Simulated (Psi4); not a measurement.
## Run report: Cl2, frequency calculation (part 2 of 4)

The same run, continued: Cl2, SMILES ClCl; B3LYP/cc-pVDZ, RKS (Psi4 1.11). The geometry was optimised with B3LYP/cc-pVDZ.

Geometry of the input (Å):
```
Cl 0.8737  -0.2909  0.4480
Cl -0.8737  0.2909  -0.4480
```

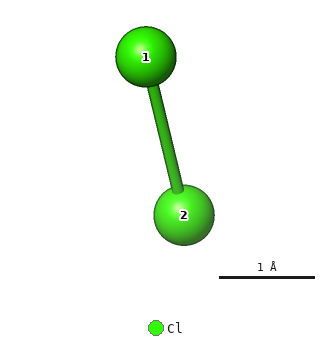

The structure (ball-and-stick view, seen at an oblique angle; atoms are numbered from 1 in the order of the input).

What the program printed, continued
```
       Center              X                  Y                   Z               Mass
    ------------   -----------------  -----------------  -----------------  -----------------
         CL           1.934613851277     0.000000000000     0.000000000000    34.968852682000
         CL          -1.934613851277    -0.000000000000    -0.000000000000    34.968852682000

  Nuclear repulsion =   74.691908105901973

   => Molecular Quadrature <=

    Radial Scheme          =       TREUTLER
    Pruning Scheme         =           NONE
    Nuclear Scheme         =       TREUTLER

    Blocking Scheme        =         OCTREE
    BS radius alpha        =              1
    Pruning alpha          =              1
    Radial Points          =             99
    Spherical Points       =            590
    Total Points           =         102422
    Total Blocks           =            832
    Max Points             =            255
    Max Functions          =             36
    Weights Tolerance      =       1.00E-15

  -Total Gradient:
     Atom            X                  Y                   Z
    ------   -----------------  -----------------  -----------------
       1       -0.000221511418     0.000000000000     0.000000000000
       2        0.000221511418    -0.000000000000     0.000000000000

	total time  =          5 seconds =       0.08 minutes

    Psi4 run time: 0:00:08.28

    -----------------------------------------------------------------------
                               Psi4 1.11 release

    h
    h
    h

    -----------------------------------------------------------------------

    Memory:     1.5 GiB
    Threads:    1
                ecpint, einsums, f̶o̶r̶t̶e̶, gauxc, gcp, g̶d̶m̶a̶, geometric, g̶p̶u̶_̶d̶f̶c̶c̶,
                i̶n̶t̶e̶g̶r̶a̶t̶o̶r̶x̶x̶, i̶p̶i̶, libefp, m̶d̶i̶, m̶p̶2̶d̶, m̶r̶c̶c̶, ooo,
                o̶p̶e̶n̶f̶e̶r̶m̶i̶o̶n̶p̶s̶i̶4̶, pcmsolver, p̶s̶i̶4̶f̶o̶c̶k̶c̶i̶, p̶s̶i̶x̶a̶s̶,
                p̶y̶e̶i̶n̶s̶u̶m̶s̶, r̶e̶s̶p̶, s̶i̶m̶i̶n̶t̶, s̶n̶s̶m̶p̶2̶,
                v̶2̶r̶d̶m̶_̶c̶a̶s̶s̶c̶f̶

gradient() will perform analytic gradient computation.

  ==> Geometry <==

    Molecular point group: c1
    Full point group: D_inf_h

    Geometry (in Bohr), charge = 0, multiplicity = 1:

       Center              X                  Y                   Z               Mass
    ------------   -----------------  -----------------  -----------------  -----------------
         CL           1.935809612073     0.000000000000     0.000000000000    34.968852682000
         CL          -1.935809612073    -0.000000000000    -0.000000000000    34.968852682000

  Running in c1 symmetry.

  Rotational constants: A = ************  B =      0.22970  C =      0.22970 [cm^-1]
  Rotational constants: A = ************  B =   6886.17842  C =   6886.17842 [MHz]
  Nuclear repulsion =   74.645770482192887

  Charge       = 0
  Multiplicity = 1
  Electrons    = 34
  Nalpha       = 17
  Nbeta        = 17

   => Molecular Quadrature <=

    Radial Scheme          =       TREUTLER
    Pruning Scheme         =           NONE
    Nuclear Scheme         =       TREUTLER

    Blocking Scheme        =         OCTREE
    BS radius alpha        =              1
    Pruning alpha          =              1
    Radial Points          =             99
    Spherical Points       =            590
    Total Points           =         102422
    Total Blocks           =            834
    Max Points             =            255
    Max Functions          =             36
    Weights Tolerance      =       1.00E-15

  ==> DiskJK: Disk-Based J/K Matrices <==

    J tasked:                  Yes
    K tasked:                  Yes
    wK tasked:                  No
    Memory [MiB]:             1039
    Schwarz Cutoff:          1E-12

  Cached 100.0% of DFT collocation blocks in 0.102 [GiB].

  Minimum eigenvalue in the overlap matrix is 3.5855677888E-02.
  Reciprocal condition number of the overlap matrix is 1.3947131540E-02.
    Using symmetric orthogonalization.

  ==> Iterations <==

                        Total Energy        Delta E     RMS |[F,P]|

   @RKS iter SAD:  -920.30479277585823   -9.20305e+02   0.00000e+00
   @RKS iter   1:  -920.38679622808706   -8.20035e-02   3.83293e-03 ADIIS/DIIS
   @RKS iter   2:  -920.39394873375409   -7.15251e-03   2.03453e-03 ADIIS/DIIS
   @RKS iter   3:  -920.39675173784235   -2.80300e-03   9.20493e-05 DIIS
   @RKS iter   4:  -920.39675698642338   -5.24858e-06   3.56975e-05 DIIS
   @RKS iter   5:  -920.39675787477734   -8.88354e-07   1.61403e-06 DIIS
   @RKS iter   6:  -920.39675787677152   -1.99418e-09   5.28604e-08 DIIS
   @RKS iter   7:  -920.39675787677413   -2.61480e-12   7.60655e-10 DIIS
  Energy and wave function converged.

  ==> Post-Iterations <==

   Electrons on quadrature grid:
      Ntotal   =   34.0000002324 ; deviation = 2.324e-07

    Final Occupation by Irrep:
              A
    DOCC [    17 ]
    NA   [    17 ]
    NB   [    17 ]

  @RKS Final Energy:  -920.39675787677413

   => Energetics <=

    Nuclear Repulsion Energy =             74.6457704821928871
    One-Electron Energy =               -1418.8976641066856246
    Two-Electron Energy =                 469.3442481825155710
    DFT Exchange-Correlation Energy =     -45.4891124347969296
    Empirical Dispersion Energy =           0.0000000000000000
    VV10 Nonlocal Energy =                  0.0000000000000000
    Total Energy =                       -920.3967578767741315

Computation Completed

Properties will be evaluated at   0.000000,   0.000000,   0.000000 [a0]

Properties computed using the SCF density matrix

 Multipole Moments:

 ------------------------------------------------------------------------------------
     Multipole            Electronic (a.u.)      Nuclear  (a.u.)        Total (a.u.)
 ------------------------------------------------------------------------------------

 L = 1.  Multiply by 2.5417464519 to convert [e a0] to [Debye]
 Dipole X            :          0.0000000            0.0000000            0.0000000
 Dipole Y            :          0.0000000            0.0000000            0.0000000
 Dipole Z            :          0.0000000            0.0000000            0.0000000
 Magnitude           :                                                    0.0000000

 ------------------------------------------------------------------------------------

	total time  =          4 seconds =       0.07 minutes

         ------------------------------------------------------------
                                   SCF GRAD
         ------------------------------------------------------------

  ==> Geometry <==

    Molecular point group: c1
    Full point group: D_inf_h

    Geometry (in Bohr), charge = 0, multiplicity = 1:

       Center              X                  Y                   Z               Mass
    ------------   -----------------  -----------------  -----------------  -----------------
         CL           1.935809612073     0.000000000000     0.000000000000    34.968852682000
         CL          -1.935809612073    -0.000000000000    -0.000000000000    34.968852682000

  Nuclear repulsion =   74.645770482192887

   => Molecular Quadrature <=

    Radial Scheme          =       TREUTLER
    Pruning Scheme         =           NONE
    Nuclear Scheme         =       TREUTLER

    Blocking Scheme        =         OCTREE
    BS radius alpha        =              1
    Pruning alpha          =              1
    Radial Points          =             99
    Spherical Points       =            590
    Total Points           =         102422
    Total Blocks           =            834
    Max Points             =            255
    Max Functions          =             36
    Weights Tolerance      =       1.00E-15

  -Total Gradient:
     Atom            X                  Y                   Z
    ------   -----------------  -----------------  -----------------
       1        0.000212466221     0.000000000000    -0.000000000000
       2       -0.000212466221     0.000000000000     0.000000000000

	total time  =          4 seconds =       0.07 minutes

    Psi4 run time: 0:00:08.21

    -----------------------------------------------------------------------
                               Psi4 1.11 release

    h
    h
    h

    -----------------------------------------------------------------------

    Memory:     1.5 GiB
    Threads:    1
                ecpint, einsums, f̶o̶r̶t̶e̶, gauxc, gcp, g̶d̶m̶a̶, geometric, g̶p̶u̶_̶d̶f̶c̶c̶,
                i̶n̶t̶e̶g̶r̶a̶t̶o̶r̶x̶x̶, i̶p̶i̶, libefp, m̶d̶i̶, m̶p̶2̶d̶, m̶r̶c̶c̶, ooo,
                o̶p̶e̶n̶f̶e̶r̶m̶i̶o̶n̶p̶s̶i̶4̶, pcmsolver, p̶s̶i̶4̶f̶o̶c̶k̶c̶i̶, p̶s̶i̶x̶a̶s̶,
                p̶y̶e̶i̶n̶s̶u̶m̶s̶, r̶e̶s̶p̶, s̶i̶m̶i̶n̶t̶, s̶n̶s̶m̶p̶2̶,
                v̶2̶r̶d̶m̶_̶c̶a̶s̶s̶c̶f̶

gradient() will perform analytic gradient computation.

  ==> Geometry <==

    Molecular point group: c1
    Full point group: D_inf_h

    Geometry (in Bohr), charge = 0, multiplicity = 1:

       Center              X                  Y                   Z               Mass
    ------------   -----------------  -----------------  -----------------  -----------------
         CL           1.935211731675    -0.000597880398     0.000000000000    34.968852682000
         CL          -1.935211731675     0.000597880398    -0.000000000000    34.968852682000

  Running in c1 symmetry.

  Rotational constants: A = ************  B =      0.22984  C =      0.22984 [cm^-1]
  Rotational constants: A = ************  B =   6890.43336  C =   6890.43336 [MHz]
  Nuclear repulsion =   74.668828603442307

  Charge       = 0
  Multiplicity = 1
  Electrons    = 34
  Nalpha       = 17
  Nbeta        = 17

   => Molecular Quadrature <=

    Radial Scheme          =       TREUTLER
    Pruning Scheme         =           NONE
    Nuclear Scheme         =       TREUTLER

    Blocking Scheme        =         OCTREE
    BS radius alpha        =              1
    Pruning alpha          =              1
    Radial Points          =             99
    Spherical Points       =            590
    Total Points           =         102422
    Total Blocks           =            830
    Max Points             =            256
    Max Functions          =             36
    Weights Tolerance      =       1.00E-15

  ==> DiskJK: Disk-Based J/K Matrices <==

    J tasked:                  Yes
    K tasked:                  Yes
    wK tasked:                  No
    Memory [MiB]:             1039
    Schwarz Cutoff:          1E-12

  Cached 100.0% of DFT collocation blocks in 0.102 [GiB].

  Minimum eigenvalue in the overlap matrix is 3.5820414720E-02.
  Reciprocal condition number of the overlap matrix is 1.3930608866E-02.
    Using symmetric orthogonalization.

  ==> Iterations <==

                        Total Energy        Delta E     RMS |[F,P]|

   @RKS iter SAD:  -920.30537844790342   -9.20305e+02   0.00000e+00
   @RKS iter   1:  -920.38679298715533   -8.14145e-02   3.83356e-03 ADIIS/DIIS
   @RKS iter   2:  -920.39394868629722   -7.15570e-03   2.03463e-03 ADIIS/DIIS
   @RKS iter   3:  -920.39675187198566   -2.80319e-03   9.19529e-05 DIIS
   @RKS iter   4:  -920.39675711252505   -5.24054e-06   3.56110e-05 DIIS
   @RKS iter   5:  -920.39675799649945   -8.83974e-07   1.61702e-06 DIIS
   @RKS iter   6:  -920.39675799850090   -2.00146e-09   5.28954e-08 DIIS
   @RKS iter   7:  -920.39675799850306   -2.16005e-12   7.61227e-10 DIIS
  Energy and wave function converged.

  ==> Post-Iterations <==

   Electrons on quadrature grid:
      Ntotal   =   34.0000002317 ; deviation = 2.317e-07

    Final Occupation by Irrep:
              A
    DOCC [    17 ]
    NA   [    17 ]
    NB   [    17 ]

  @RKS Final Energy:  -920.39675799850306

   => Energetics <=

    Nuclear Repulsion Energy =             74.6688286034423072
    One-Electron Energy =               -1418.9437696202026018
    Two-Electron Energy =                 469.3674714407272290
    DFT Exchange-Correlation Energy =     -45.4892884224698903
    Empirical Dispersion Energy =           0.0000000000000000
    VV10 Nonlocal Energy =                  0.0000000000000000
    Total Energy =                       -920.3967579985029488

Computation Completed

Properties will be evaluated at   0.000000,   0.000000,   0.000000 [a0]

Properties computed using the SCF density matrix

 Multipole Moments:

 ------------------------------------------------------------------------------------
     Multipole            Electronic (a.u.)      Nuclear  (a.u.)        Total (a.u.)
 ------------------------------------------------------------------------------------

 L = 1.  Multiply by 2.5417464519 to convert [e a0] to [Debye]
 Dipole X            :         -0.0000000            0.0000000           -0.0000000
 Dipole Y            :         -0.0000000            0.0000000           -0.0000000
 Dipole Z            :         -0.0000000            0.0000000           -0.0000000
 Magnitude           :                                                    0.0000000

 ------------------------------------------------------------------------------------

	total time  =          3 seconds =       0.05 minutes

         ------------------------------------------------------------
                                   SCF GRAD
         ------------------------------------------------------------

  ==> Geometry <==

    Molecular point group: c1
    Full point group: D_inf_h

    Geometry (in Bohr), charge = 0, multiplicity = 1:

       Center              X                  Y                   Z               Mass
    ------------   -----------------  -----------------  -----------------  -----------------
         CL           1.935211731675    -0.000597880398     0.000000000000    34.968852682000
         CL          -1.935211731675     0.000597880398    -0.000000000000    34.968852682000

  Nuclear repulsion =   74.668828603442307

   => Molecular Quadrature <=

    Radial Scheme          =       TREUTLER
    Pruning Scheme         =           NONE
    Nuclear Scheme         =       TREUTLER

    Blocking Scheme        =         OCTREE
    BS radius alpha        =              1
    Pruning alpha          =              1
    Radial Points          =             99
    Spherical Points       =            590
    Total Points           =         102422
    Total Blocks           =            830
    Max Points             =            256
    Max Functions          =             36
    Weights Tolerance      =       1.00E-15

  -Total Gradient:
     Atom            X                  Y                   Z
    ------   -----------------  -----------------  -----------------
       1       -0.000004160988     0.000000001286     0.000000000000
       2        0.000004160988    -0.000000001286     0.000000000000

	total time  =          5 seconds =       0.08 minutes

    Psi4 run time: 0:00:08.25

    -----------------------------------------------------------------------
                               Psi4 1.11 release

    h
    h
    h

    -----------------------------------------------------------------------

    Memory:     1.5 GiB
    Threads:    1
                ecpint, einsums, f̶o̶r̶t̶e̶, gauxc, gcp, g̶d̶m̶a̶, geometric, g̶p̶u̶_̶d̶f̶c̶c̶,
                i̶n̶t̶e̶g̶r̶a̶t̶o̶r̶x̶x̶, i̶p̶i̶, libefp, m̶d̶i̶, m̶p̶2̶d̶, m̶r̶c̶c̶, ooo,
                o̶p̶e̶n̶f̶e̶r̶m̶i̶o̶n̶p̶s̶i̶4̶, pcmsolver, p̶s̶i̶4̶f̶o̶c̶k̶c̶i̶, p̶s̶i̶x̶a̶s̶,
                p̶y̶e̶i̶n̶s̶u̶m̶s̶, r̶e̶s̶p̶, s̶i̶m̶i̶n̶t̶, s̶n̶s̶m̶p̶2̶,
                v̶2̶r̶d̶m̶_̶c̶a̶s̶s̶c̶f̶

gradient() will perform analytic gradient computation.

  ==> Geometry <==

    Molecular point group: c1
    Full point group: D_inf_h

    Geometry (in Bohr), charge = 0, multiplicity = 1:

       Center              X                  Y                   Z               Mass
    ------------   -----------------  -----------------  -----------------  -----------------
         CL           1.935211731675     0.000597880398     0.000000000000    34.968852682000
         CL          -1.935211731675    -0.000597880398    -0.000000000000    34.968852682000

  Running in c1 symmetry.

  Rotational constants: A = ************  B =      0.22984  C =      0.22984 [cm^-1]
  Rotational constants: A = ************  B =   6890.43336  C =   6890.43336 [MHz]
  Nuclear repulsion =   74.668828603442307

  Charge       = 0
  Multiplicity = 1
  Electrons    = 34
  Nalpha       = 17
  Nbeta        = 17

  ==> Iterations <==

                        Total Energy        Delta E     RMS |[F,P]|

   @RKS iter SAD:  -920.30537844790354   -9.20305e+02   0.00000e+00
   @RKS iter   1:  -920.38679298715442   -8.14145e-02   3.83356e-03 ADIIS/DIIS
   @RKS iter   2:  -920.39394868629643   -7.15570e-03   2.03463e-03 ADIIS/DIIS
   @RKS iter   3:  -920.39675187198566   -2.80319e-03   9.19529e-05 DIIS
   @RKS iter   4:  -920.39675711252403   -5.24054e-06   3.56110e-05 DIIS
   @RKS iter   5:  -920.39675799649876   -8.83975e-07   1.61702e-06 DIIS
   @RKS iter   6:  -920.39675799849999   -2.00123e-09   5.28954e-08 DIIS
   @RKS iter   7:  -920.39675799850249   -2.50111e-12   7.61228e-10 DIIS
  Energy and wave function converged.

  ==> Post-Iterations <==
```
